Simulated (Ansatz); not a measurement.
# C₂H₆FInO: geometry relaxation (part 2 of 2)

C₂H₆FInO, SMILES C[CH2][In]([OH])[F]; RKS PBE-D4/def2-SVP (Ansatz 0.2.0). The geometry: force-field start.

Geometry of the input (Å):
```
C  0.7294  0.8427  0.7596
C  -0.5879  0.7424  -0.0788
In -0.9082  -1.6173  0.1038
O  0.1803  -1.9788  -1.3575
F  -1.4812  -1.7394  0.1643
H  1.4917  0.2970  0.2923
H  1.0201  1.9548  0.7852
H  0.5317  0.5440  1.7738
H  -0.3973  1.1085  -1.0748
H  -1.4001  1.3467  0.3966
H  0.8869  -1.5576  -1.7439
```

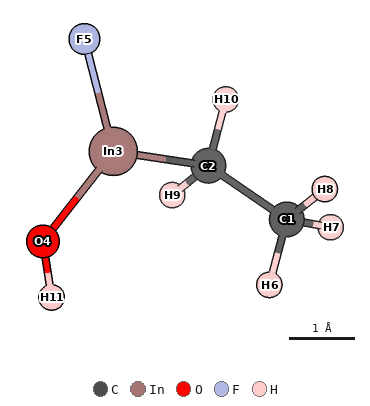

Figure 1. The geometry at step 13 of the log (ball-and-stick view, seen at a tilt; atoms are numbered from 1 in the order of the input).

## Trajectory as extended XYZ, continued
```
11
Properties=species:S:1:pos:R:3:forces:R:3 step=6 energy=-12094.47260
C     0.6968    1.0561    0.7666    2.7003  -3.4474   1.5738
C    -0.5837    0.7883    0.0426    0.1255   1.5685  -1.3431
In   -0.7611   -1.3824    0.3753    7.1803   2.8980  -2.1922
O     0.4426   -2.2641   -1.5749   -0.4170   0.8655   1.2519
F    -2.3099   -2.1451    0.0446   -6.9839  -3.8401  -0.9187
H     1.5913    0.3676    0.2989   -1.7022   1.3923   0.8841
H     1.1499    2.0225    0.8643    0.0629   1.5600  -0.2684
H     0.6368    0.6442    1.8786    0.1342   0.8118  -1.6092
H    -0.4952    1.0896   -1.0967   -0.2509  -1.0439   1.6137
H    -1.4054    1.4208    0.4401   -0.2444  -0.3940   0.1236
H     1.1033   -1.6545   -2.0187   -0.6049  -0.3706   0.8844
11
Properties=species:S:1:pos:R:3:forces:R:3 step=7 energy=-12094.53748
C     0.6967    1.0568    0.7669    2.6953  -3.4212   1.5707
C    -0.5839    0.7892    0.0427    0.1187   1.5673  -1.3359
In   -0.7582   -1.3807    0.3749    6.8343   2.7568  -2.2567
O     0.4416   -2.2633   -1.5739   -0.4145   0.8739   1.2638
F    -2.3074   -2.1560    0.0407   -6.6455  -3.7138  -0.8565
H     1.5906    0.3688    0.2995   -1.6923   1.3866   0.8783
H     1.1494    2.0238    0.8640    0.0595   1.5474  -0.2679
H     0.6367    0.6452    1.8783    0.1331   0.8096  -1.5984
H    -0.4953    1.0901   -1.0960   -0.2497  -1.0414   1.6025
H    -1.4063    1.4212    0.4396   -0.2411  -0.3936   0.1263
H     1.1016   -1.6520   -2.0160   -0.5976  -0.3715   0.8740
11
Properties=species:S:1:pos:R:3:forces:R:3 step=8 energy=-12096.24801
C     0.7226    1.0582    0.7863    1.8504  -2.1689   0.9991
C    -0.5702    0.8207    0.0495   -0.0310   0.7428  -0.8841
In   -0.7052   -1.3546    0.1930    2.0651   0.5727  -2.8926
O     0.4359   -2.2218   -1.5101   -0.3396   0.6805   0.9793
F    -2.3349   -2.3059    0.0502   -1.8808  -1.3950   0.2856
H     1.5870    0.4008    0.3114   -1.2367   1.0922   0.7262
H     1.1279    2.0624    0.8598    0.0371   0.9698  -0.1698
H     0.6454    0.6668    1.8780    0.1451   0.6113  -1.2089
H    -0.5095    1.0625   -1.0820   -0.0568  -0.5318   1.2706
H    -1.4326    1.3918    0.4575    0.0092  -0.2984   0.0704
H     1.0990   -1.6377   -1.9728   -0.5619  -0.2752   0.8243
11
Properties=species:S:1:pos:R:3:forces:R:3 step=9 energy=-12097.00066
C     0.7519    1.0543    0.8028    0.9237  -1.0316   0.4721
C    -0.5524    0.8346    0.0574   -0.1217   0.0298  -0.5448
In   -0.6801   -1.3532    0.0002   -0.5360   0.3749  -1.1603
O     0.4271   -2.2156   -1.4729    0.5920   0.0905  -0.3185
F    -2.3792   -2.3547    0.0960   -0.0819  -0.3117   0.2956
H     1.5898    0.4251    0.3217   -0.7073   0.7515   0.5447
H     1.1096    2.0927    0.8513    0.0474   0.4268  -0.0716
H     0.6556    0.6826    1.8766    0.1825   0.4014  -0.7833
H    -0.5096    1.0434   -1.0631    0.0748  -0.0620   0.8898
H    -1.4411    1.3636    0.4745    0.2047  -0.2909   0.0099
H     1.0937   -1.6299   -1.9239   -0.5782  -0.3787   0.6665
11
Properties=species:S:1:pos:R:3:forces:R:3 step=10 energy=-12097.34612
C     0.7914    1.0935    0.8127    0.4219  -0.7720   0.3221
C    -0.5101    0.8035    0.0773   -0.1358   0.1238  -0.3499
In   -0.7786   -1.3479   -0.1738   -0.3547   0.2949  -0.4038
O     0.4123   -2.3130   -1.4876    0.4245  -0.0797  -0.3065
F    -2.4666   -2.3500    0.0992    0.0824  -0.1167   0.1424
H     1.6420    0.5116    0.3446   -0.3638   0.4594   0.3364
H     1.0825    2.1610    0.8385   -0.0602   0.1581  -0.1073
H     0.7104    0.7480    1.8809    0.1605   0.2081  -0.4293
H    -0.4812    1.0835   -1.0132    0.0088   0.0824   0.4879
H    -1.4155    1.2598    0.5344    0.1565  -0.0993  -0.0466
H     1.0788   -1.7070   -1.8924   -0.3401  -0.2589   0.3545
11
Properties=species:S:1:pos:R:3:forces:R:3 step=11 energy=-12097.49710
C     0.7992    1.1142    0.8557    0.0975  -0.0762   0.0042
C    -0.4598    0.7880    0.0637   -0.2724   0.2393  -0.0943
In   -0.8498   -1.3106   -0.3558    0.0561  -0.1513  -0.0843
O     0.3127   -2.4379   -1.5879   -0.0082   0.0132   0.0333
F    -2.4298   -2.3872    0.1847    0.1128   0.0737  -0.0074
H     1.7117    0.6600    0.4183    0.0161   0.0287  -0.0204
H     0.9510    2.2134    0.8715    0.0840   0.0401   0.0542
H     0.7396    0.7738    1.9084   -0.0299  -0.0087   0.0147
H    -0.4089    1.1936   -0.9717    0.0187   0.0558   0.0912
H    -1.3638    1.2281    0.5366    0.0185  -0.1458  -0.0519
H     1.0632   -1.8923   -1.9029   -0.0934  -0.0689   0.0607
11
Properties=species:S:1:pos:R:3:forces:R:3 step=12 energy=-12097.51761
C     0.7988    1.1143    0.8357   -0.0491   0.0587   0.0654
C    -0.4775    0.8429    0.0361    0.0496   0.0439   0.0506
In   -0.8213   -1.2684   -0.3844   -0.0296  -0.0073  -0.1569
O     0.2521   -2.4823   -1.5991    0.0687  -0.0079   0.0700
F    -2.3681   -2.3686    0.1784   -0.0668   0.0448   0.0811
H     1.7089    0.7160    0.3422   -0.0175  -0.0078  -0.0228
H     0.9600    2.2071    0.9699   -0.0231  -0.0251  -0.0221
H     0.7545    0.6737    1.8515    0.0131  -0.0277   0.0237
H    -0.4406    1.3233   -0.9628   -0.0296  -0.0370  -0.0373
H    -1.3923    1.2045    0.5437    0.0137   0.0209   0.0582
H     1.0910   -2.0196   -1.7904    0.0706  -0.0555  -0.1099
11
Properties=species:S:1:pos:R:3:forces:R:3 step=13 energy=-12097.48777 accepted=F
C     0.7901    1.1151    0.8503   -0.0381   0.0458   0.0089
C    -0.4726    0.8470    0.0286   -0.0240   0.0704  -0.0343
In   -0.8127   -1.2594   -0.4445    0.0962  -0.2269  -0.0149
O     0.3295   -2.5871   -1.4956    1.1648   1.2244  -0.7356
F    -2.3776   -2.2849    0.2304    0.0583   0.0847  -0.0190
H     1.7087    0.7378    0.3568    0.0030  -0.0043  -0.0062
H     0.9329    2.2093    1.0041   -0.0206  -0.0717  -0.0119
H     0.7399    0.6534    1.8569    0.0086  -0.0212   0.0016
H    -0.4340    1.3490   -0.9608   -0.0203   0.0055   0.0296
H    -1.3941    1.1872    0.5429    0.0233  -0.0147  -0.0131
H     1.0554   -2.0245   -1.9485   -1.2512  -1.0919   0.7948
11
Properties=species:S:1:pos:R:3:forces:R:3 step=14 energy=-12097.53750
C     0.7935    1.1195    0.8381   -0.0209   0.0350   0.0109
C    -0.4806    0.8541    0.0343    0.0154  -0.0272   0.0359
In   -0.7995   -1.2576   -0.4266   -0.0317   0.0050  -0.0724
O     0.2761   -2.5358   -1.5698    0.0629  -0.0044   0.0282
F    -2.3746   -2.2936    0.1940   -0.0001   0.0523   0.0246
H     1.7063    0.7544    0.3236   -0.0125   0.0027  -0.0054
H     0.9353    2.2096    1.0067   -0.0123  -0.0087  -0.0024
H     0.7641    0.6413    1.8378    0.0056  -0.0132   0.0067
H    -0.4647    1.3634   -0.9506   -0.0036  -0.0180  -0.0195
H    -1.3976    1.1785    0.5630   -0.0009   0.0181   0.0385
H     1.1072   -2.0910   -1.8299   -0.0018  -0.0415  -0.0452
11
Properties=species:S:1:pos:R:3:forces:R:3 step=15 energy=-12097.54525
C     0.7892    1.1252    0.8422   -0.0057   0.0048   0.0005
C    -0.4799    0.8588    0.0324   -0.0123  -0.0164   0.0024
In   -0.7832   -1.2496   -0.4554   -0.0093  -0.0040  -0.0133
O     0.2911   -2.5753   -1.5439   -0.0065  -0.0216   0.0188
F    -2.3709   -2.2423    0.2071    0.0122   0.0369  -0.0010
H     1.7065    0.7891    0.3166   -0.0003   0.0047  -0.0019
H     0.9115    2.2126    1.0388   -0.0080   0.0001   0.0046
H     0.7691    0.6185    1.8283    0.0071   0.0003   0.0031
H    -0.4712    1.3830   -0.9451    0.0002  -0.0027   0.0039
H    -1.3996    1.1637    0.5693    0.0009   0.0009   0.0096
H     1.1029   -2.1405   -1.8698    0.0216  -0.0031  -0.0267
11
Properties=species:S:1:pos:R:3:forces:R:3 step=16 energy=-12097.54782
C     0.7867    1.1400    0.8488    0.0440   0.0180   0.0060
C    -0.4745    0.8618    0.0308   -0.0299   0.0158   0.0007
In   -0.7524   -1.2437   -0.4855   -0.0006  -0.0603  -0.0077
O     0.2940   -2.6365   -1.5216    0.1089   0.1119  -0.0489
F    -2.3725   -2.1690    0.2058    0.0503   0.0325  -0.0274
H     1.7146    0.8582    0.3064   -0.0464   0.0185   0.0339
H     0.8690    2.2248    1.0881   -0.0041  -0.0665  -0.0051
H     0.7876    0.5928    1.8150    0.0106   0.0328  -0.0387
H    -0.4809    1.4136   -0.9323   -0.0030  -0.0263   0.0280
H    -1.4008    1.1282    0.5796    0.0251  -0.0075  -0.0243
H     1.0946   -2.2271   -1.9146   -0.1550  -0.0689   0.0835
11
Properties=species:S:1:pos:R:3:forces:R:3 step=17 energy=-12097.54890
C     0.7884    1.1435    0.8481   -0.0052   0.0113   0.0006
C    -0.4738    0.8585    0.0343    0.0098  -0.0352   0.0072
In   -0.7449   -1.2478   -0.4844    0.0075   0.0494  -0.0074
O     0.2892   -2.6402   -1.5241    0.0068  -0.0083  -0.0088
F    -2.3776   -2.1541    0.1901   -0.0190  -0.0156   0.0066
H     1.7151    0.8746    0.3013    0.0002   0.0016  -0.0017
H     0.8606    2.2254    1.0934    0.0039   0.0010   0.0033
H     0.8008    0.5931    1.8107    0.0003   0.0017  -0.0011
H    -0.4856    1.4101   -0.9276   -0.0059  -0.0081  -0.0019
H    -1.4005    1.1167    0.5842    0.0014   0.0066  -0.0005
H     1.0938   -2.2369   -1.9053    0.0002  -0.0045   0.0037
11
Properties=species:S:1:pos:R:3:forces:R:3 step=18 energy=-12097.54722 accepted=F
C     0.7917    1.1523    0.8507    0.0149  -0.1028   0.0139
C    -0.4672    0.8452    0.0391   -0.0018   0.1130  -0.0336
In   -0.7612   -1.2524   -0.4924    0.0625   0.0058   0.0655
O     0.2768   -2.6358   -1.5414   -0.0215  -0.0167  -0.0002
F    -2.3876   -2.1662    0.1882   -0.0128  -0.0008  -0.0149
H     1.7227    0.8934    0.3059   -0.0062  -0.0063  -0.0039
H     0.8538    2.2346    1.0974   -0.0314  -0.0024  -0.0206
H     0.8088    0.6014    1.8131    0.0176   0.0128   0.0062
H    -0.4765    1.3861   -0.9294   -0.0142   0.0149   0.0063
H    -1.3916    1.1211    0.5843   -0.0170  -0.0266  -0.0094
H     1.0956   -2.2367   -1.8948    0.0098   0.0090  -0.0094
11
Properties=species:S:1:pos:R:3:forces:R:3 step=19 energy=-12097.54913
C     0.7904    1.1469    0.8480    0.0003  -0.0040  -0.0004
C    -0.4727    0.8554    0.0380    0.0056  -0.0022   0.0061
In   -0.7465   -1.2474   -0.4850    0.0006   0.0043  -0.0029
O     0.2828   -2.6402   -1.5303    0.0107   0.0050  -0.0023
F    -2.3835   -2.1558    0.1792   -0.0031  -0.0008  -0.0007
H     1.7170    0.8827    0.2984   -0.0016   0.0004  -0.0005
H     0.8585    2.2290    1.0940   -0.0009  -0.0001  -0.0011
H     0.8084    0.5962    1.8104    0.0012   0.0029  -0.0021
H    -0.4886    1.4043   -0.9255   -0.0030   0.0007   0.0013
H    -1.3981    1.1151    0.5895   -0.0010  -0.0003  -0.0017
H     1.0978   -2.2432   -1.8962   -0.0089  -0.0059   0.0043
```

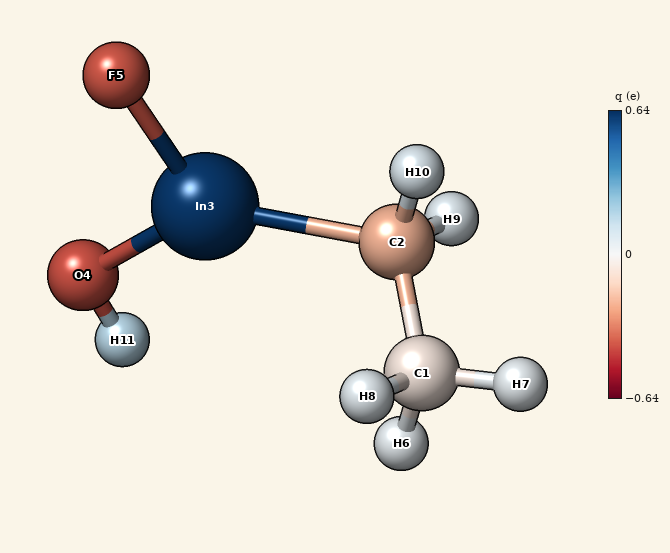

Figure 2. Mulliken charges, as the colour of each atom (ball-and-stick view, seen at a tilt; atoms are numbered from 1 in the order of the input; Mulliken charges depend strongly on the basis). By element: C −0.21 to −0.06, In +0.61, O −0.40, F −0.39 and H +0.04 to +0.17 e.
